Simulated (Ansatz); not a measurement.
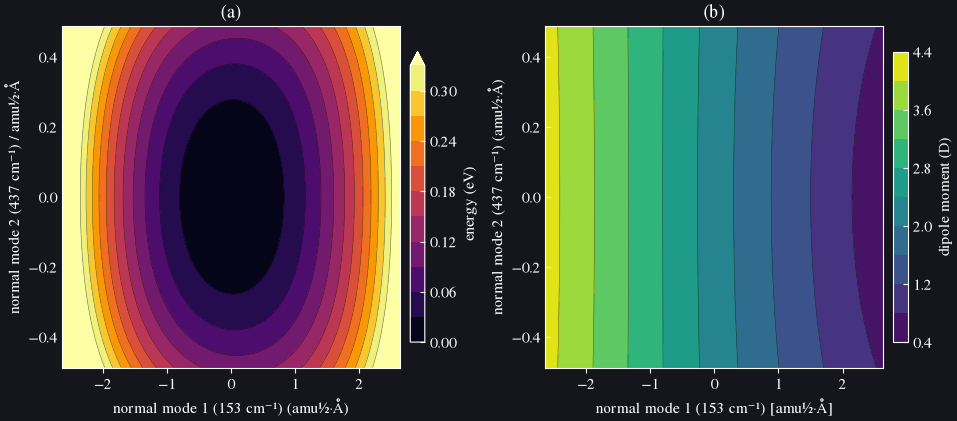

FGaHO, SMILES [O][GaH][F], spin multiplicity 2. 
- First axis: normal mode 1 (153 cm⁻¹). Second axis: normal mode 2 (437 cm⁻¹).
- Nothing is relaxed (straight displacements along the two mass-weighted modes).
- Grid: 9 × 9 points; 45 points were computed and 36 follow by symmetry.
- Points are written as (first, second).
- All energies are given in eV relative to the lowest grid point.
- The calculation used Ansatz, UKS PBE-D4/def2-TZVP.

Panel (a) is the energy; panel (b) is the computed dipole moment, in D.

The picture shows filled contours, one colour for all values above the top of the scale. Between grid points the surface is interpolated.

**How does the dipole moment vary over the map, and what is it at the lowest grid point?**

Leaving out the highest fifth of the energies, it runs from 0.51 D at (2.64 amu½·Å, 0.000 amu½·Å) to 3.68 D at (−1.98 amu½·Å, 0.000 amu½·Å). At the lowest grid point, (0.00 amu½·Å, 0.000 amu½·Å), it is 2.21 D.

| normal mode 2 (437 cm⁻¹) ↓, normal mode 1 (153 cm⁻¹) → | −2.64 | −1.98 | −1.32 | −0.66 | 0.00 | 0.66 | 1.32 | 1.98 | 2.64 |
| --- | --- | --- | --- | --- | --- | --- | --- | --- | --- |
| 0.488 | 4.14 | 3.66 | 3.18 | 2.70 | 2.24 | 1.81 | 1.42 | 1.06 | 0.76 |
| 0.366 | 4.15 | 3.67 | 3.18 | 2.70 | 2.23 | 1.79 | 1.38 | 0.99 | 0.66 |
| 0.244 | 4.16 | 3.67 | 3.18 | 2.69 | 2.22 | 1.77 | 1.34 | 0.95 | 0.58 |
| 0.122 | 4.16 | 3.68 | 3.18 | 2.69 | 2.21 | 1.76 | 1.32 | 0.91 | 0.53 |
| 0.000 | 4.16 | 3.68 | 3.18 | 2.69 | 2.21 | 1.75 | 1.32 | 0.90 | 0.51 |
| −0.122 | 4.16 | 3.68 | 3.18 | 2.69 | 2.21 | 1.76 | 1.32 | 0.91 | 0.53 |
| −0.244 | 4.16 | 3.67 | 3.18 | 2.69 | 2.22 | 1.77 | 1.34 | 0.95 | 0.58 |
| −0.366 | 4.15 | 3.67 | 3.18 | 2.70 | 2.23 | 1.79 | 1.38 | 0.99 | 0.66 |
| −0.488 | 4.14 | 3.66 | 3.18 | 2.70 | 2.24 | 1.81 | 1.42 | 1.06 | 0.76 |
